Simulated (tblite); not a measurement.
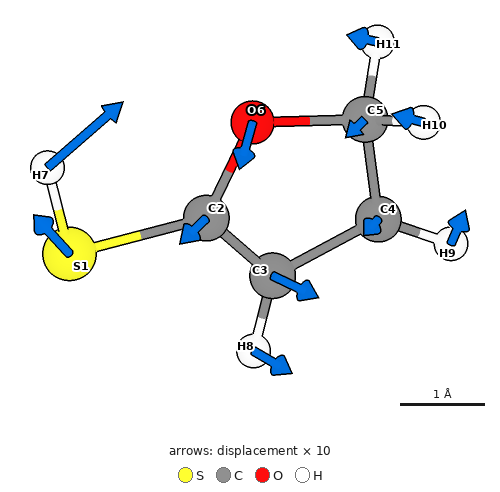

This is a relaxation of C4H5OS (multiplicity 2). The starting structure is drawn; blue arrows show the displacements, magnified 10 times. The two geometries are superimposed by the best rigid fit.

The picture is a ball-and-stick view, seen at a tilt.

Level of theory: GFN2-xTB geometry optimisation, gas phase in tblite. 

Atoms of which element are displaced furthest, and by how much?

Hydrogen: up to 0.12 Å, against 0.08 Å for sulfur.

What did the optimiser do to the structure, and how much energy did it gain?

The energy falls by 20.8 kJ/mol in 23 geometry steps. H7 moves most after the best rigid fit: 0.12 Å. Largest moves by element: H 0.12 Å, S 0.08 Å, C 0.07 Å, O 0.07 Å. Some distances before and after: C3–C4 1.434 → 1.372 Å, C2–C3 1.326 → 1.386 Å, C5–O6 1.443 → 1.423 Å, C2–O6 1.390 → 1.370 Å. Bond angles that change, for instance: S1–C2–C3 123.9° → 130.2°, C5–C4–H9 127.7° → 123.7°, C3–C2–O6 115.9° → 112.1°. The run took 0.09 s on 1 thread of Arm Neoverse V2, with other jobs on the host.
